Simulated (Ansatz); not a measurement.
**GeH₆Si₂ (charge +1, doublet): density, localisation and related maps**

The calculation's input:

```
basis:
  gaussian:
    orbitals: def2-TZVPD
crystal:
  periodic: [false, false, false]
  atoms:
    - {symbol: Ge, position_ang: [0.016144, -0.058695, -0.644496]}
    - {symbol: Si, position_ang: [0.048989, 1.625051, 1.067640]}
    - {symbol: Si, position_ang: [0.252647, -2.302564, -0.243246]}
    - {symbol: H, position_ang: [0.224555, -3.297426, -1.342537]}
    - {symbol: H, position_ang: [1.192965, 2.498964, 0.695500]}
    - {symbol: H, position_ang: [-0.164353, 0.238464, -2.138982]}
    - {symbol: H, position_ang: [0.438645, -2.792054, 1.143882]}
    - {symbol: H, position_ang: [-1.274077, 2.292628, 0.946942]}
    - {symbol: H, position_ang: [0.240793, 0.884461, 2.340146]}
total_charge: 1
output:
  forces: true
  orbitals: {seedname: orbitals}
hamiltonian:
  xc: {name: PBE0}
magnetization:
  spin_polarized: true
  initial_magnetization: 1
```

Command:

```sh
ansatz run input.yaml --threads 2 --pin off --max-ram 4350MiB --events-out events.jsonl --progress --plain --runs-dir runs
```

Geometry: PBE0-D3(BJ)/def2-SVP.

Level of theory: Ansatz 0.2.0, isolated molecule in a Gaussian basis; Kohn-Sham density functional theory, functional PBE0.

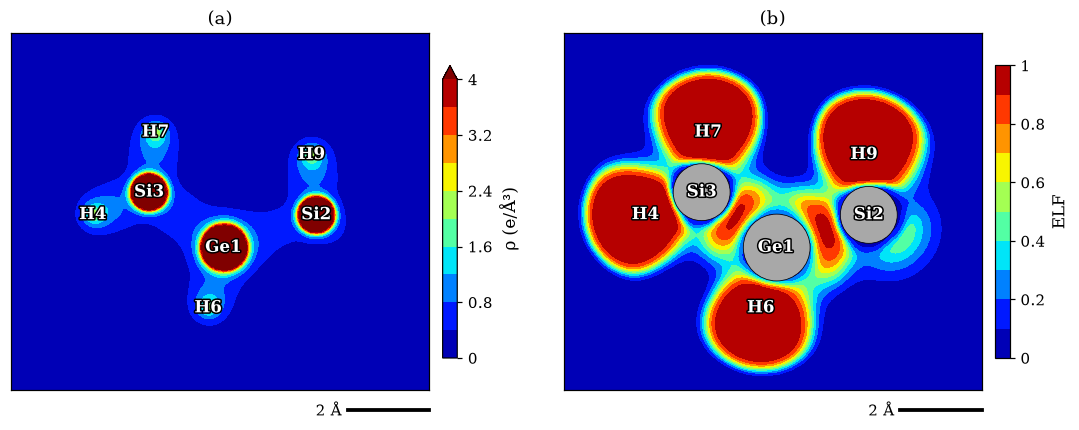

Figure 1. (a) electron density; (b) electron localisation function on the plane of atoms Si3, Ge1 and H6. Grey discs cover the atomic cores in the ELF map.

Describe what can be read from this map.

Answer. The section cuts through Ge, Si and H sites.
Si–Ge (2.29 Å): the density is about 0.66 e/Å³ at the midpoint; the ELF peaks at about 0.90 between the atoms; a covalent bond.
Si–H (1.48 Å): ρ is about 0.84 e/Å³ halfway; the ELF climbs to about 1 towards the hydrogen, as it does in any bond to H.
Si–Ge (2.40 Å): ρ is about 0.57 e/Å³ halfway; the ELF peaks at about 0.95 between the atoms, as expected for localised, covalent bonding.
Ge–H (1.53 Å): ρ is about 1.1 e/Å³ halfway; the ELF climbs to about 1 towards the hydrogen.

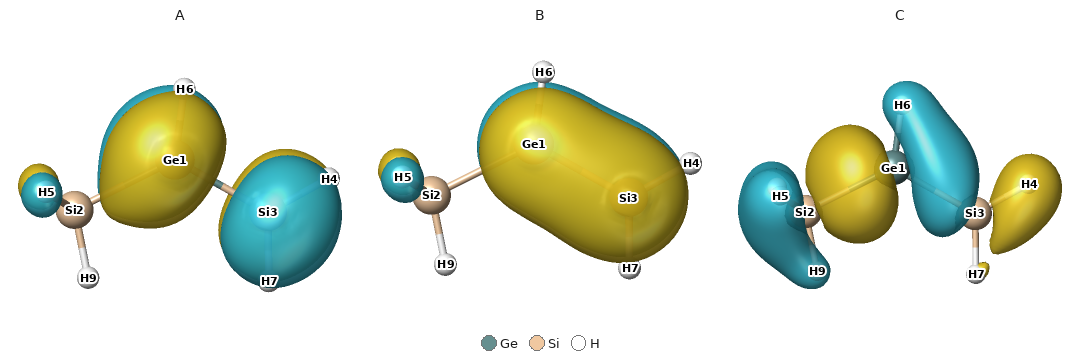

Figure 2. Three frontier orbitals at ±0.08 Å⁻³ᐟ² (yellow and cyan are the two phases), in no order.

Which picture is the HOMO−1, the HOMO and the LUMO? All are α orbitals.

Answer. C is the HOMO−1 (α) (−13.50 eV). It lies mainly on Ge1 (about 35 %), Si2 (about 30 %) and Si3 (about 15 %). B is the HOMO (α) (−11.80 eV). By Hirshfeld shares it lies mainly on Si3 (about 50 %) and Ge1 (about 40 %); π-bonding across Si3–Ge1. A is the LUMO (α) (−7.65 eV). It lies mainly on Si3 (about 40 %) and Ge1 (about 40 %); π-antibonding (π*) across Si3–Ge1.

What is the gap between the highest occupied and lowest empty α orbitals?

Answer. 4.15 eV between the orbital energies.

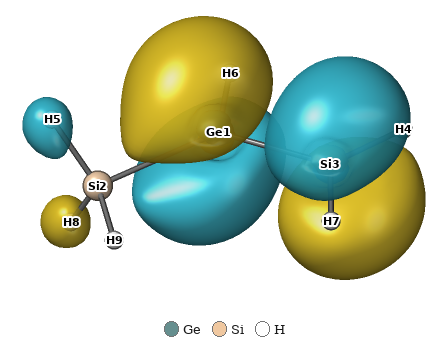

Figure 3. The LUMO (α) at ±0.08 Å⁻³ᐟ² (yellow and cyan are the two phases), seen at an oblique angle.

Where does this orbital lie, and at what energy?

Answer. By Hirshfeld shares it lies mainly on Si3 (about 40 %) and Ge1 (about 40 %); π-antibonding (π*) across Si3–Ge1. Its energy is −7.65 eV.
